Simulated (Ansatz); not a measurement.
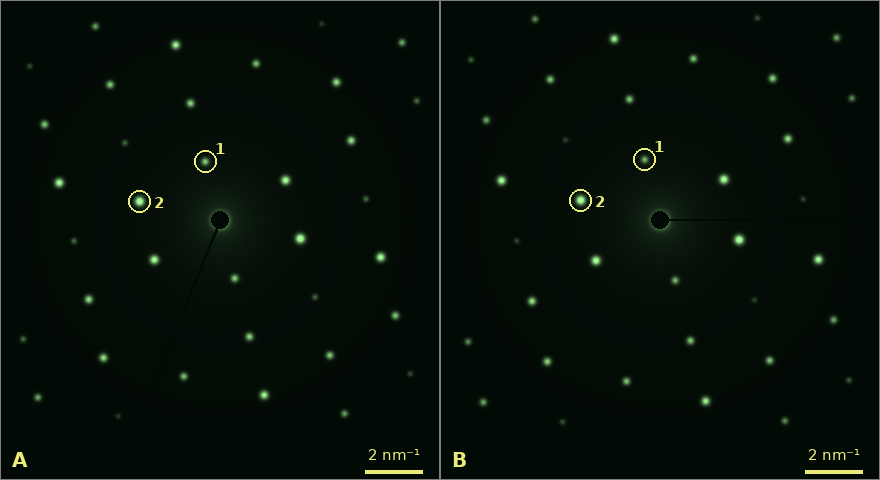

Kinematic electron diffraction patterns (200 kV, B = 0.5 Å², same scale) along [101] of the run's own cell, for the start and the end of one relaxation of TiAsO4 with DFT, PAW plane waves, r2scan+U (Ansatz). k mesh 5×5×3. The start is a generated model structure, and the relaxation ends in the nearest stationary point of its symmetry, not necessarily the ground state. Spot 1 is 0 -1 0 and spot 2 is 1 -1 -1 in both.

Start structure:

```
CELL_PARAMETERS angstrom
2.73107 4.07766 0.00000
2.73107 -4.07766 0.00000
0.00000 0.00000 -6.54332
ATOMIC_POSITIONS crystal
O 0.70380 0.77780 0.75000
O 0.29620 0.22220 0.25000
O 0.77780 0.70380 0.25000
O 0.22220 0.29620 0.75000
As 0.35010 0.64990 0.75000
As 0.64990 0.35010 0.25000
Ti 0.00000 0.00000 0.00000
Ti 0.00000 0.00000 0.50000
O 0.24300 0.75700 0.94910
O 0.75700 0.24300 0.44910
O 0.75700 0.24300 0.05090
O 0.24300 0.75700 0.55090
```

Q: Which pattern belongs to the start structure, and which to the relaxed one?

A: B is the start: its cell gives d(1) = 4.538 Å, d(2) = 3.461 Å and an angle of 61.8°. A is the relaxed structure, with d(1) = 4.695 Å (+3.5 %), d(2) = 3.426 Å (-1.0 %) and 62.8°.

Q: Summarise the relaxation behind the change.

A: The volume changed by -3.1 % to 11.77 Å³ an atom; with the mean shift removed, the atoms moved by up to 0.20 Å relative to the cell (O most); the space group stayed Cmcm (No. 63); the free energy fell by 200 meV an atom. Relaxed cell: a = 5.060 Å, b = 5.060 Å, c = 5.943 Å, α = 90.00°, β = 90.00°, γ = 111.89°.
